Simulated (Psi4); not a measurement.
# PF3 (phosphorus trifluoride): CCSD/6-311+G(d,p)

Aim: the energy change on altering one bond length of PF3 (phosphorus trifluoride) at CCSD/6-311+G**, from 2 runs. 

Program for the calculation: Psi4 1.11.

1 further run of the same task is left out (set aside as unsound or not needed).

**1. The structure to begin with**

PF3 has 4 atoms, charge 0, and is taken as a singlet. SMILES: `FP(F)F`. The shape is that of a PBE0-D4/def2-TZVP optimisation.

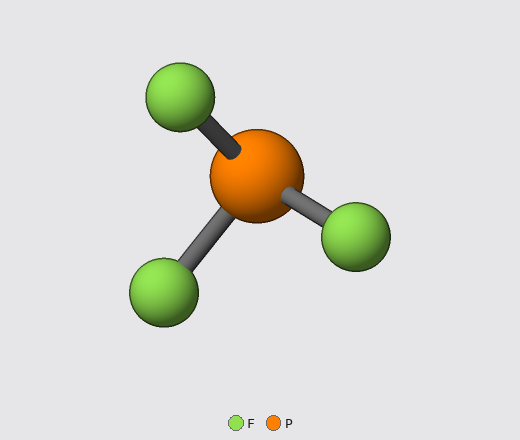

Viewed from a chosen angle; fluorine green, phosphorus orange.

**2. The energy at CCSD/6-311+G(d,p)**

job.dat reads:

```
memory 1600 MB

molecule system {
  F      0.834400    -0.663200     0.874500
  P     -0.297500     0.314600     0.392300
  F     -1.061900    -0.696500    -0.536900
  F      0.525000     1.045200    -0.730000
  symmetry c1
}

set {
  basis 6-311+G**
  puream true
  e_convergence 1e-09
  d_convergence 1e-08
  scf_type pk
  num_frozen_docc 8
}

result, w = energy('ccsd', return_wfn=True)
```

Run with:

```bash
$ psi4 job.dat job.out -n 1
```

job.out:

```text
[...]
  Running in c1 symmetry.
[...]
  Nuclear repulsion =  190.762092500676346
[...]
  Multiplicity = 1
[...]
  Nalpha       = 21
  Nbeta        = 21
[...]
    Number of basis functions: 96
[...]
   @RHF iter   1:  -639.15045913609333   -5.36871e-01   5.15758e-03 DIIS/ADIIS
[...]
   @RHF iter  11:  -639.22996017532955    1.13687e-13   2.99911e-09 DIIS
[...]
    Orbital Energies [Eh]
    ---------------------
    Doubly Occupied:
       1A    -80.146175     2A    -26.350403     3A    -26.350394
       4A    -26.350370     5A     -7.673684     6A     -5.566927
       7A     -5.566926     8A     -5.563839     9A     -1.705260
      10A     -1.649223    11A     -1.649199    12A     -0.932458
      13A     -0.800495    14A     -0.800489    15A     -0.777231
      16A     -0.731550    17A     -0.731548    18A     -0.686491
      19A     -0.686481    20A     -0.674010    21A     -0.475642
[...]
  @RHF Final Energy:  -639.22996017532955
   => Energetics <=
    Nuclear Repulsion Energy =            190.7620925006763457
    One-Electron Energy =               -1268.2465169116364905
    Two-Electron Energy =                 438.2544642356306213
    Total Energy =                       -639.2299601753295519
[...]
 Multipole Moments:
 ------------------------------------------------------------------------------------
     Multipole            Electronic (a.u.)      Nuclear  (a.u.)        Total (a.u.)
 ------------------------------------------------------------------------------------
 L = 1.  Multiply by 2.5417464519 to convert [e a0] to [Debye]
 Dipole X            :         -0.1722301           -0.1588038           -0.3310340
 Dipole Y            :          0.1822878            0.1679184            0.3502061
 Dipole Z            :          0.2273480            0.2094209            0.4367689
 Magnitude           :                                                    0.6503806
[...]
      * MP2 total energy                      = -639.963139527018598
[...]
      * CCSD total energy                     = -639.968182257775766
[...]
```

Run time: 21 s. Hardware: 1 thread of Intel Xeon 6975P-C (Granite Rapids), shared host; peak memory 0.71 GiB.

**3. The distorted shape at the same level**

f3p.xyz reads:

```xyz
4
F3P
F      0.423128    -1.028519     1.435680
P     -0.708772    -0.050719     0.953480
F     -1.473172    -1.061819     0.024280
F      0.525000     1.045200    -0.730000
```

job.py reads:

```python
import psi4

psi4.set_memory('1600 MB')
psi4.set_num_threads(1)
psi4.set_output_file('psi4.out', False)

with open('f3p.xyz') as f:
    atoms = ''.join(f.readlines()[2:])
m = psi4.geometry('0 1\n' + atoms + 'symmetry c1\nno_reorient\nno_com')

options = {'reference': 'rhf', 'puream': True, 'e_convergence': 1e-09, 'd_convergence': 1e-08, 'scf_type': 'pk', 'num_frozen_docc': 8}
psi4.set_options(options)

E, wfn = psi4.energy('ccsd/6-311+G**', return_wfn=True)
print(f'total energy {E:.8f} hartree = {E * 27.211386:.5f} eV')
```

Run with:

```bash
$ python job.py
```

psi4.out:

```text
[...]
  Running in c1 symmetry.
[...]
  Nuclear repulsion =  167.921158378074722
[...]
  Multiplicity = 1
[...]
  Nalpha       = 21
  Nbeta        = 21
[...]
    Number of basis functions: 96
[...]
   @RHF iter   1:  -638.93920819294590   -9.51235e-01   6.60653e-03 DIIS/ADIIS
[...]
   @RHF iter  13:  -639.10394404160184   -6.82121e-13   7.06292e-09 DIIS
[...]
    Orbital Energies [Eh]
    ---------------------
    Doubly Occupied:
       1A    -80.230776     2A    -26.412512     3A    -26.412481
       4A    -26.194715     5A     -7.753817     6A     -5.645711
       7A     -5.644070     8A     -5.642446     9A     -1.742576
      10A     -1.703496    11A     -1.422928    12A     -0.966485
      13A     -0.836786    14A     -0.813804    15A     -0.797125
      16A     -0.754660    17A     -0.735992    18A     -0.615378
      19A     -0.529633    20A     -0.529405    21A     -0.481681
[...]
  @RHF Final Energy:  -639.10394404160184
   => Energetics <=
    Nuclear Repulsion Energy =            167.9211583780747219
    One-Electron Energy =               -1222.3172548162535804
    Two-Electron Energy =                 415.2921523965769666
    Total Energy =                       -639.1039440416018351
[...]
 Multipole Moments:
 ------------------------------------------------------------------------------------
     Multipole            Electronic (a.u.)      Nuclear  (a.u.)        Total (a.u.)
 ------------------------------------------------------------------------------------
 L = 1.  Multiply by 2.5417464519 to convert [e a0] to [Debye]
 Dipole X            :         27.6238565          -29.0204788           -1.3966223
 Dipole Y            :         18.5686313          -19.2128965           -0.6442652
 Dipole Z            :        -37.5501780           39.4420613            1.8918833
 Magnitude           :                                                    2.4382071
[...]
      * MP2 total energy                      = -639.866652244796001
[...]
      * CCSD total energy                     = -639.865310691629134
```

On the terminal:

```text
total energy -639.86531069 hartree = -17411.62196 eV
```

It took 25 s on 1 thread of Intel Xeon 6975P-C (Granite Rapids), shared host; peak memory 0.71 GiB.

**4. Results**

Level: CCSD/6-311+G**, 8 core orbitals frozen.

| quantity | value |
| --- | --- |
| first shape: total energy | -639.96818 Eh |
| first shape: HOMO energy (Hartree–Fock orbitals) | -12.94 eV |
| first shape: LUMO energy (Hartree–Fock orbitals) | 1.69 eV |
| first shape: HOMO–LUMO gap (Hartree–Fock orbitals) | 14.63 eV |
| first shape: correlation energy (8 core orbitals frozen) | -738.2 mEh |
| first shape: T1 diagnostic | 0.014 |
| distorted shape: total energy | -639.86531 Eh |
| distorted shape: HOMO energy (Hartree–Fock orbitals) | -13.11 eV |
| distorted shape: LUMO energy (Hartree–Fock orbitals) | -0.83 eV |
| distorted shape: HOMO–LUMO gap (Hartree–Fock orbitals) | 12.28 eV |
| distorted shape: correlation energy (8 core orbitals frozen) | -761.4 mEh |
| distorted shape: T1 diagnostic | 0.024 |
| energy change with the P2–F4 bond stretched from 1.572 to 2.357 Å | 2.799 eV |

With the P2–F4 bond stretched from 1.572 to 2.357 Å the energy rises by 2.80 eV (65 kcal/mol). The first shape isn't relaxed at this level, so the change isn't measured from a minimum. The T1 diagnostic (distorted shape) of 0.024 is above the customary mark for such species, so a single reference may not serve.
